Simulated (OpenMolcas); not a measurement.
Run report: SiH3Br, excited-state calculation (part 4 of 4)

The same run, continued: SiH3Br; CASPT2/ANO-S-VDZP (OpenMolcas 26.06). The geometry comes from this level: GFN2-xTB.

Geometry of the input (Å):
```
Si -0.1863  0.0712  -0.0560
Br 1.8060  -0.6880  0.5309
H  -1.0324  -0.1150  1.1118
H  -0.5974  -0.7390  -1.1906
H  0.0101  1.4708  -0.3962
```

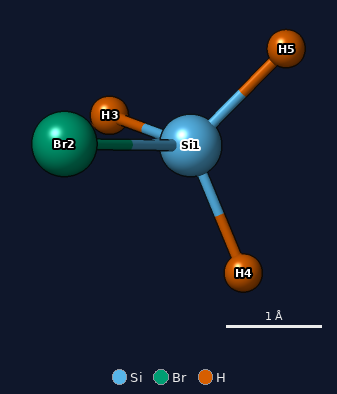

Figure 1. The structure (ball-and-stick view, seen at a tilt; atoms are numbered from 1 in the order of the input).

## The program's output, continued
```
   Specific data for JOBIPH file JOBMIX
   -------------------------------------

   Header from SEWARD:

   CASSCF title (first line only):
       (No title given)

  STATE IRREP:                1
  SPIN MULTIPLICITY:          1
  ACTIVE ELECTRONS:           6
  MAX RAS1 HOLES:             0
  MAX RAS3 ELECTRONS:         0
  NR OF CONFIG:             175
 ###############################################################################
 ###    WARNING: EJOB used when HEFF is available, possible                  ###
 ###    extra interaction between states is ignored!                         ###
 ###############################################################################

   The following data are common to all the states:
   ------------------------------------------------
   (note: frozen counts as inactive, deleted as secondary)

      Nr of irreps: 1

                 Total     No./Irrep
      Irrep                  1
                             a

      INACTIVE      23      23
      ACTIVE         6       6
      SECONDARY     31      31
      BASIS         60      60

      RAS1           0       0
      RAS2           6       6
      RAS3           0       0

        MATRIX ELEMENTS WILL BE COMPUTED FOR THE FOLLOWING ONE-ELECTRON OPERATORS, UNLESS ZERO BY SYMMETRY.
   (Herm=Hermitian, Anti=Antihermitian, Sing=Singlet operator, Trip=Triplet operator)
     MLTPL  0   1 (HERMSING)     MLTPL  1   1 (HERMSING)     MLTPL  1   2 (HERMSING)
     MLTPL  1   3 (HERMSING)     MLTPL  2   1 (HERMSING)     MLTPL  2   2 (HERMSING)
     MLTPL  2   3 (HERMSING)     MLTPL  2   4 (HERMSING)     MLTPL  2   5 (HERMSING)
     MLTPL  2   6 (HERMSING)     VELOCITY   1 (ANTISING)     VELOCITY   2 (ANTISING)
     VELOCITY   3 (ANTISING)     ANGMOM     1 (ANTISING)     ANGMOM     2 (ANTISING)
     ANGMOM     3 (ANTISING)     MLTPV  2   1 (ANTISING)     MLTPV  2   2 (ANTISING)
     MLTPV  2   3 (ANTISING)     MLTPV  2   4 (ANTISING)     MLTPV  2   5 (ANTISING)
     MLTPV  2   6 (ANTISING)

       EIGENSTATES OF A SPIN-FREE HAMILTONIAN WILL BE COMPUTED BASED ON:

  a Hamiltonian matrix assumed to be diagonal with energies read from the wavefunction file(s).

  Nr of states:                    3

   State:        1   2   3
  JobIph:        1   1   1
 Root nr:        1   2   3

  HAMILTONIAN MATRIX FOR THE ORIGINAL STATES:

  Diagonal, with energies
  -2863.39461354  -2863.13769860  -2863.13570220

      OVERLAP MATRIX FOR THE ORIGINAL STATES:

  Diagonal, with elements
      1.00000000      1.00000000      1.00000000

::    RASSI State    1     Total energy:   -2863.39461353945626
::    RASSI State    2     Total energy:   -2863.13769860046432
::    RASSI State    3     Total energy:   -2863.13570220458314

      ****************************************************************************************************
      *                                         Spin-free section                                        *
      *                 Note: index according to input order, order according to energy.                 *
      ****************************************************************************************************

  SPIN-FREE ENERGIES:
  (Shifted by EMIN (a.u.) =      -2863.3946135395)

 SF State       Relative EMIN(au)   Rel lowest level(eV)    D:o, cm**(-1)

     1             0.0000000000        0.0000000000              0.0000
     2             0.2569149390        6.9910116373          56386.3115
     3             0.2589113349        7.0453363367          56824.4698

++ Dipole transition strengths (spin-free states):
   -----------------------------------------------
     for osc. strength at least  1.00000000E-05

      From   To        Osc. strength     Einstein coefficients Ax, Ay, Az (sec-1)    Total A (sec-1)
     -----------------------------------------------------------------------------------------------
         1    2       2.84499607E-02  8.18909667E+06  6.04264120E+06  4.61035336E+07  6.03352714E+07
         1    3       3.89012968E-02  3.93433466E+06  6.55649039E+07  1.42878482E+07  8.37870867E+07
     -----------------------------------------------------------------------------------------------
--

++ Velocity transition strengths (spin-free states):
   -------------------------------------------------
     for osc. strength at least  1.00000000E-05

      From   To        Osc. strength     Einstein coefficients Ax, Ay, Az (sec-1)    Total A (sec-1)
     -----------------------------------------------------------------------------------------------
         1    2       2.90164838E-02  8.35999627E+06  6.18780526E+06  4.69889241E+07  6.15367257E+07
         1    3       3.02511966E-02  3.08389574E+06  5.09801185E+07  1.10921590E+07  6.51561732E+07
         2    3       2.40709232E-04  3.10765618E+00  2.71106230E+01  6.06286119E-01  3.08245653E+01
     -----------------------------------------------------------------------------------------------
--

++ Length and velocity gauge comparison (spin-free states):
   --------------------------------------------------------

 --------------------------------------------------
 A comparison between the dipole oscillator strengths in
 length and velocity gauge will be performed

     All dipole oscillator differences above the tolerance of   1.00000000E-01  will be printed

 Due to basis set deficiency these oscillator may be problematic

 The tolerance is defined as ABS(1-O_l/O_v)
 O_l : dipole oscillator strength in length gauge
 O_p : dipole oscillator strength in velocity gauge
 --------------------------------------------------

  Problematic transitions have been found

      From   To       Difference (%) Osc. st. (len.) Osc. st. (vel.)
     ---------------------------------------------------------------
         1    3            28.594241  3.89012968E-02  3.02511966E-02
         2    3      --------------- below threshold  2.40709232E-04
     ---------------------------------------------------------------

 Number of problematic transitions =                     2

--

 Electric-dipole - electric-octupole not included
 Electric-dipole - magnetic-quadrupole not included

      ****************************************************************************************************
      *                                    Special properties section                                    *
      ****************************************************************************************************

--- Stop Module: rassi /rc=_RC_ALL_IS_WELL_ ---

.##################.
.# Happy landing! #.
.##################.

    Timing: Wall=5.83 User=5.03 System=0.78
```

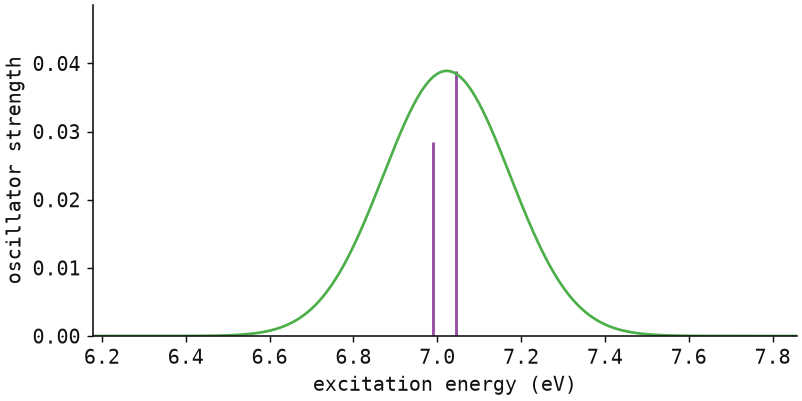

Figure 2. Computed excitations as sticks (degenerate states added up, dark ones marked on the axis), with a Gaussian envelope of 0.35 eV full width at half maximum, scaled to the tallest. Of the 2 states the lowest lies at 6.99 eV (f = 0.028); the strongest line is at 7.05 eV, or 176 nm (f = 0.039).

## Results in brief

```tsv
quantity	value
outcome	converged
total energy	−2863.394614 hartree
CASSCF energy	−2863.186057 hartree
basis functions	60
lowest singlet excitation	6.99 eV
wall time	6.3 s
peak memory	0.14 GiB
```
